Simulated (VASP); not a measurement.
Band structure of La2O3 (a-type). Method: PBEsol GGA, VASP's PBE PAW potentials (set 64) (plane waves; VASP).

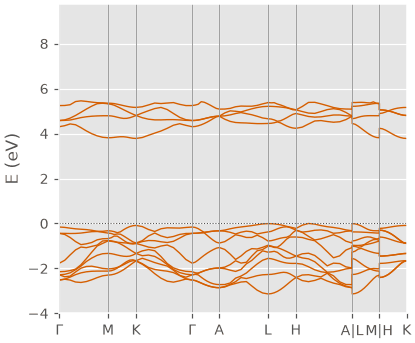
Figure. Bands along high-symmetry lines, zero at the valence-band maximum or, without a gap, the Fermi level

Question: Read the plot: is there a gap, and where are the band edges?

Answer: The gap is indirect, 3.78 eV, from the valence maximum at H-A at 0.22 to the conduction minimum at K. (Edges off the drawn lines would not show.)

The compound is La2O3 in the a-type structure. It was relaxed first.
